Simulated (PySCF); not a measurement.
# CoOOH: triplet, from a linear start

The task is one start of a wider search on CoOOH: the triplet, from a linear start. It is relaxed, tested by its Hessian and followed downhill if it is a saddle.

Computed with PySCF 2.14.0. Level: PBE0, basis Co def2-TZVP, O def2-TZVP, H def2-TZVP, no relativity, density fitting.

### Step 1. Starting geometry

4 atoms, charge 0, spin multiplicity 3.

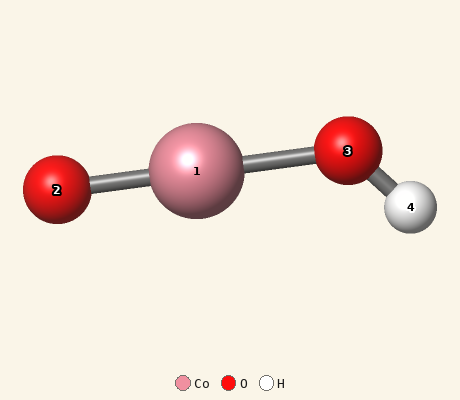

As it starts; cobalt pink, oxygen red, hydrogen white; atoms are numbered from 1 in the order of the file.

```xyz
4
charge 0 multiplicity 3
Co    0.0000    0.0000    0.0000
O     0.0000    0.0000    1.6000
O     0.0000    0.0000   -1.7400
H     0.7354    0.0000   -2.3571
```

### Step 2. Finding the electronic state

One driver script runs all steps and calls PySCF; scf.py shows how it sets up the SCF of each step. The optimiser is the driver's own. After this first run the driver tries any further starts and a stability analysis.

Input file scf.py:

```python
from pyscf import gto, scf, dft
mol = gto.M(atom='''
Co     0.000000     0.000000     0.000000
O      0.000000     0.000000     1.600000
O      0.000000     0.000000    -1.740000
H      0.735400     0.000000    -2.357100''',
    basis={'Co': 'def2-TZVP', 'O': 'def2-TZVP', 'H': 'def2-TZVP'},
    charge=0, spin=2)
mf = dft.UKS(mol, xc='PBE0')
mf.grids.atom_grid = (50, 194)
aux = {'Co': 'def2-universal-JKFIT', 'O': 'def2-universal-JKFIT', 'H': 'def2-universal-JKFIT'}
mf = mf.density_fit(auxbasis=aux)
mf.conv_tol = 1e-08
mf.diis_space = 10
mf.max_cycle = 60
mf.init_guess = 'minao'
mf.verbose = 4
mf.kernel()
```

Launch:

```
OMP_NUM_THREADS=4 python axn.py task.json out
```

What it wrote, shortened:

```text
[... the frontier levels of the middle cycles are left out ...]
init E= -1532.51203491468
[... the frontier-level lines of each cycle are left out ...]
cycle= 1 E= -1515.4277878435  delta_E= 17.1  |g|= 5.64  |ddm|= 23.7
cycle= 2 E= -1461.11672387577  delta_E= 54.3  |g|= 13.8  |ddm|= 25.3
cycle= 3 E= -1507.92312477108  delta_E= -46.8  |g|=   10  |ddm|= 7.31
cycle= 4 E= -1513.85351748755  delta_E= -5.93  |g|= 8.61  |ddm|= 2.07
cycle= 5 E= -1515.25043943867  delta_E= -1.4  |g|=  7.6  |ddm|= 3.74
cycle= 6 E= -1518.01052919658  delta_E= -2.76  |g|= 6.87  |ddm|= 2.95
cycle= 7 E= -1520.95383800575  delta_E= -2.94  |g|= 6.38  |ddm|= 2.48
cycle= 8 E= -1525.75532873103  delta_E= -4.8  |g|= 5.31  |ddm|= 2.39
cycle= 9 E= -1526.60356328904  delta_E= -0.848  |g|= 4.94  |ddm|= 1.32
cycle= 10 E= -1527.7755815055  delta_E= -1.17  |g|= 4.44  |ddm|= 1.53
cycle= 11 E= -1532.24005884361  delta_E= -4.46  |g|= 2.36  |ddm|=  1.3
cycle= 12 E= -1522.5438838002  delta_E=  9.7  |g|= 5.29  |ddm|= 6.83
cycle= 13 E= -1531.770911874  delta_E= -9.23  |g|= 2.62  |ddm|= 6.85
cycle= 14 E= -1531.87999679399  delta_E= -0.109  |g|= 2.55  |ddm|= 0.0785
[... 46 cycles left out ...]
SCF not converged.
init E= -1532.51203491468
[... 20 cycles left out ...]
SCF not converged.
init E= -1533.42433416682
[... 16 cycles left out ...]
cycle= 17 E= -1533.44327778499  delta_E= -5.7e-05  |g|= 0.00461  |ddm|= 0.007
cycle= 18 E= -1533.4433366776  delta_E= -5.89e-05  |g|= 0.00482  |ddm|= 0.00733
cycle= 19 E= -1533.44331200369  delta_E= 2.47e-05  |g|= 0.00559  |ddm|= 0.00361
cycle= 20 E= -1533.44332574999  delta_E= -1.37e-05  |g|= 0.00527  |ddm|= 0.00178
cycle= 21 E= -1533.44331345718  delta_E= 1.23e-05  |g|= 0.00517  |ddm|= 0.00209
cycle= 22 E= -1533.44323546829  delta_E= 7.8e-05  |g|= 0.00613  |ddm|= 0.00903
cycle= 23 E= -1533.44320329276  delta_E= 3.22e-05  |g|= 0.00566  |ddm|= 0.00396
cycle= 24 E= -1533.44323065935  delta_E= -2.74e-05  |g|= 0.00514  |ddm|= 0.00356
cycle= 25 E= -1533.44330569462  delta_E= -7.5e-05  |g|= 0.00446  |ddm|= 0.00909
cycle= 26 E= -1533.44344778779  delta_E= -0.000142  |g|= 0.00404  |ddm|= 0.019
cycle= 27 E= -1533.44345471826  delta_E= -6.93e-06  |g|= 0.00488  |ddm|= 0.00294
cycle= 28 E= -1533.44350575469  delta_E= -5.1e-05  |g|= 0.00425  |ddm|= 0.0261
cycle= 29 E= -1533.44350744361  delta_E= -1.69e-06  |g|= 0.00541  |ddm|= 0.00596
cycle= 30 E= -1533.44349163653  delta_E= 1.58e-05  |g|= 0.00497  |ddm|= 0.00741
SCF not converged.
macro= 0  E= -1533.44498321876  delta_E= -0.00149158  |g|= 0.0116132  3 KF 20 JK
macro= 1  E= -1533.44634887375  delta_E= -0.00136565  |g|= 0.00140542  4 KF 20 JK
macro= 2  E= -1533.44634992544  delta_E= -1.0517e-06  |g|= 0.0001116  2 KF 13 JK
macro= 3  E= -1533.44634992544  delta_E= 2.27374e-12  |g|= 2.73988e-05  1 KF 2 JK
macro X = 4  E=-1533.44634992544  |g|= 2.73988e-05  total 11 KF 60 JK
converged SCF energy = -1533.44634992544  <S^2> = 2.7965586  2S+1 = 3.4908787
```

This step, with its further starts and checks, ran for 32 s (4 threads of Arm Neoverse V2, shared host).

The starts that the driver tried:

```tsv
start	energy (Eh)
the minimal-basis guess	-1533.446350
a thermally smeared density	-1533.444543
a smeared PBE density	-1533.444543
```

Where DIIS stalls, the driver goes on with a level shift of 0.3 Eh and then with a second-order solver.

The test of internal stability and the other starts found no lower solution of this spin.

### Step 3. Relaxation: linear start, triplet

The program finds Cs symmetry in the start, which this walk keeps.

scf.py: that of step 2 with these lines changed.

```diff
@@ -3,4 +3,4 @@
-Co     0.000000     0.000000     0.000000
-O      0.000000     0.000000     1.600000
-O      0.000000     0.000000    -1.740000
-H      0.735400     0.000000    -2.357100''',
+Co    -0.008062     0.000000     0.050199
+O     -0.008062     0.000000     1.650199
+O     -0.008062     0.000000    -1.689801
+H      0.727338     0.000000    -2.306901''',
@@ -16 +15,0 @@
-mf.init_guess = 'minao'
```

Energy and gradient, step by step:

```tsv
step	energy (Eh)	change (kJ/mol)	largest symmetric gradient (Eh/bohr)
0	-1533.446350	0.00	0.05623
1	-1533.451665	-13.96	0.02280
2	-1533.452968	-17.38	0.00413
3	-1533.453062	-17.62	0.00162
4	-1533.453086	-17.69	0.00108
5	-1533.453108	-17.74	0.00113
6	-1533.453114	-17.76	0.00041
7	-1533.453114	-17.76	0.00009
```

The walk took 15 s.

Positions (Å) and forces (eV/Å) along the way:

```
step 0
Co  -0.008   0.000   0.050   0.021   0.000  -2.504
O   -0.008   0.000   1.650  -0.030   0.000   2.891
O   -0.008   0.000  -1.690   0.247   0.000  -0.504
H    0.727   0.000  -2.307  -0.238   0.000   0.117
step 1
Co  -0.006   0.000   0.037   0.125   0.000  -1.065
O   -0.014   0.000   1.708  -0.064   0.000   1.172
O   -0.003   0.000  -1.713  -0.142   0.000  -0.056
H    0.726   0.000  -2.328   0.081   0.000  -0.051
step 4
Co   0.017   0.000   0.023   0.055   0.000   0.050
O   -0.029   0.000   1.758  -0.019   0.000  -0.056
O   -0.010   0.000  -1.734  -0.053   0.000  -0.021
H    0.726   0.000  -2.343   0.017   0.000   0.026
step 7
Co   0.028   0.000   0.021  -0.005   0.000  -0.001
O   -0.033   0.000   1.754   0.003   0.000   0.001
O   -0.019   0.000  -1.736   0.000   0.000  -0.004
H    0.726   0.000  -2.335   0.002   0.000   0.004
```

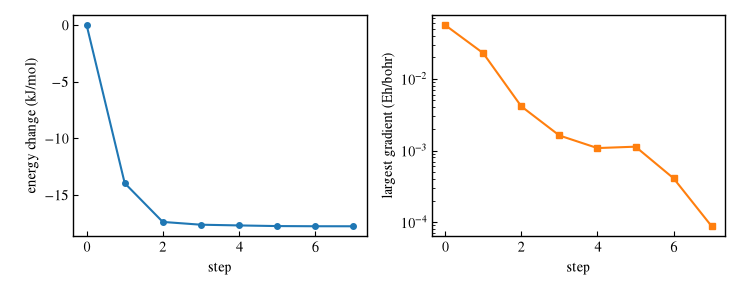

How energy and gradient fall.

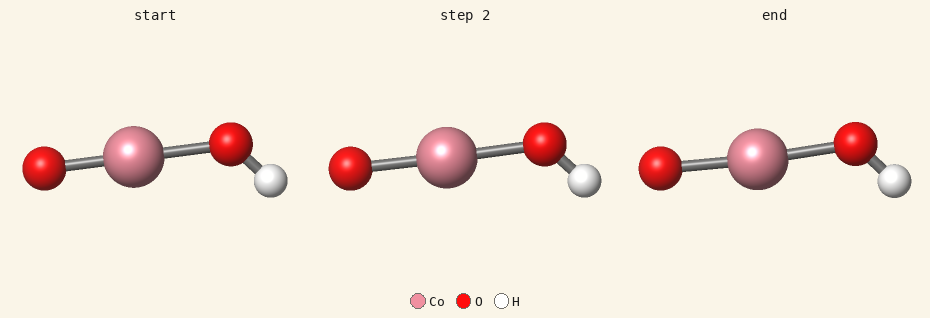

Start and end of the relaxation, with a step between.

It settles in Cs symmetry, 17.8 kJ/mol below the start, after 7 steps: Co–O 1.733 Å, Co–O 1.758 Å, O–H 0.956 Å; Co–O–H 127.3°, O–Co–O 176.4°.

### Step 4. Hessian and properties

The point is checked on the finer grid, and tightened if its gradient asks for it. The Hessian and the dipole derivatives come from central differences of analytic gradients, with steps of 0.02 bohr.

scf.py: that of step 3 with these lines changed.

```diff
@@ -3,4 +3,4 @@
-Co    -0.008062     0.000000     0.050199
-O     -0.008062     0.000000     1.650199
-O     -0.008062     0.000000    -1.689801
-H      0.727338     0.000000    -2.306901''',
+Co     0.011069     0.000000     0.029640
+O     -0.049531     0.000000     1.761709
+O     -0.037077     0.000000    -1.727868
+H      0.710169     0.000000    -2.324256''',
@@ -10 +10 @@
-mf.grids.atom_grid = (50, 194)
+mf.grids.atom_grid = (75, 302)
@@ -13 +13 @@
-mf.conv_tol = 1e-08
+mf.conv_tol = 1e-10
```

The driver hands on the density of the step before, so the log starts near convergence.

Log of the central SCF (cycles and frontier levels):

```text
init E= -1533.45299716669
[... the frontier-level lines of each cycle are left out ...]
cycle= 1 E= -1533.45299716672  delta_E= -2.39e-11  |g|= 2.39e-06  |ddm|= 1.45e-06
Extra cycle  E= -1533.4529971667  delta_E= 1.41e-11  |g|= 7.34e-06  |ddm|= 3.47e-06
converged SCF energy = -1533.4529971667  <S^2> = 2.9231254  2S+1 = 3.5626537
```

The whole step took 98 s.

Geometry: Cs; Co–O 1.733 Å, Co–O 1.758 Å, O–H 0.956 Å; Co–O–H 127.0°, O–Co–O 176.4°.

Harmonic modes (main isotopes):

```tsv
symmetry	ω (cm⁻¹)	IR (km/mol)	μ (u)
a''	91	15.8	6.83
a'	167	20.9	8.48
a'	507	117	2.01
a'	598	63.8	2.50
a'	744	130	8.92
a'	3943	111	1.07
```

μ is the mass of the mode for normalised Cartesian displacements, not the reduced mass of the usual diatomic formula.

No imaginary mode, so this is a minimum.

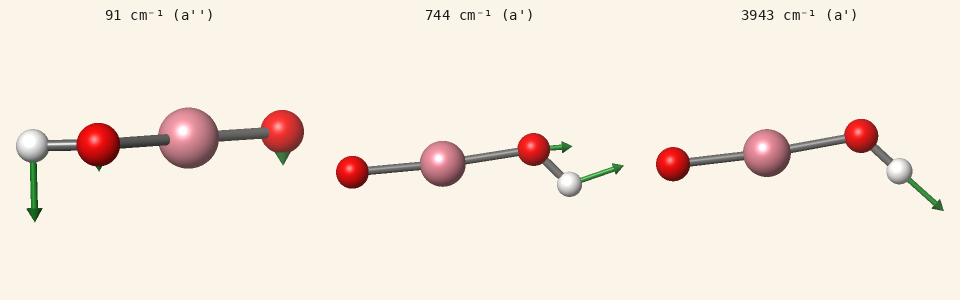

How the atoms move in 3 of the modes.

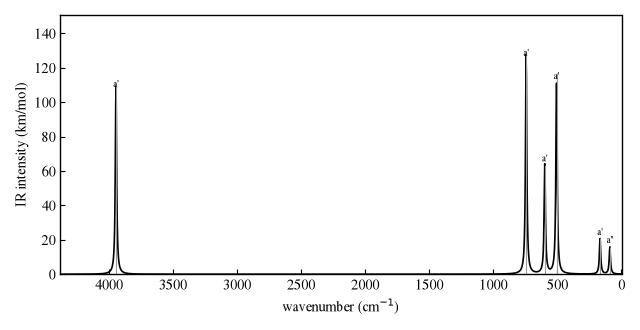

The harmonic infrared spectrum (widths in cm⁻¹). Lines are broadened to a width of 12 cm⁻¹ (Lorentzian).

Constants and moments:

| Property | Result |
| --- | --- |
| Dipole moment | 2.05 D |
| Highest occupied level | -7.90 eV |
| Lowest empty level | -3.73 eV |
| Rotational constants | 31.39, 0.1638, 0.1629 cm⁻¹ |
| Zero-point energy | 36.2 kJ/mol |
| Principal polarisabilities | 20.3, 20.3, 48.0 bohr³ |
| Atomisation energy without zero-point energy | 1123 kJ/mol |
| Principal traceless quadrupole moments about the centre of mass | -10.07, 2.78, 7.29 D Å |
| Entropy at 298.15 K and 1 bar (electronic part: spin only) | 290.1 J/(mol K) |
| Heat capacity Cp at 298.15 K | 61.9 J/(mol K) |
| Enthalpy at 298.15 K above 0 K | 14.75 kJ/mol |
| Rotational symmetry number | 1 |
| Spin squared ⟨S²⟩ | 2.923 |

Charges (e) and bond orders:

```csv
atom,Mulliken,Löwdin,polar tensor,spin (Mulliken),Mayer order to Co1
Co1,0.82,0.49,1.17,2.69,–
O2,-0.43,-0.26,-0.51,-0.81,1.14
O3,-0.72,-0.38,-0.96,0.12,0.97
H4,0.33,0.16,0.30,0.00,0.02
```

Outer orbital energies (eV). α occupied: -12.31, -11.59, -10.63, -10.37, -9.14, -8.94, -8.67, -7.90; empty: -3.73, -0.40, 2.06, 2.29. β occupied: -13.85, -11.46, -10.63, -10.02, -9.35, -8.79, -8.43, -8.18; empty: -3.55, -2.43, -2.35, 0.60.

Mulliken populations on Co1: s 6.49, p 12.29, d 7.40, f 0.00.

### Step 5. What came out

| quantity | value |
| --- | --- |
| minimum | broken-symmetry (Ms = 1), Cs |
| geometry | Co–O 1.733 Å, Co–O 1.758 Å, O–H 0.956 Å; Co–O–H 127.0°, O–Co–O 176.4° |
| wavenumbers (cm⁻¹) | 91 (a''), 167 (a'), 507 (a'), 598 (a'), 744 (a'), 3943 (a') |
| dipole moment | 2.05 D |
| highest occupied, lowest empty level (either spin) | -7.90, -3.73 eV |
| polar-tensor charge of Co1 | +1.17 e |
| zero-point energy | 36.2 kJ/mol |
| entropy at 298.15 K | 290.1 J/(mol K) |
| atomisation energy (no zero-point energy) | 1123 kJ/mol |
| ⟨S²⟩ | 2.923 |

In words: The linear start keeps its Cs symmetry and ends in a minimum. The determinant is spin-contaminated (⟨S²⟩ = 2.92 against 2.00), so it is no pure spin state. The strongest infrared band lies at 744 cm⁻¹ (a'). Only this shape and spin were tried, so other structures or states may lie lower. One determinant may miss the lowest occupation of an open d or f shell.

The search up to here took 2.4 min.
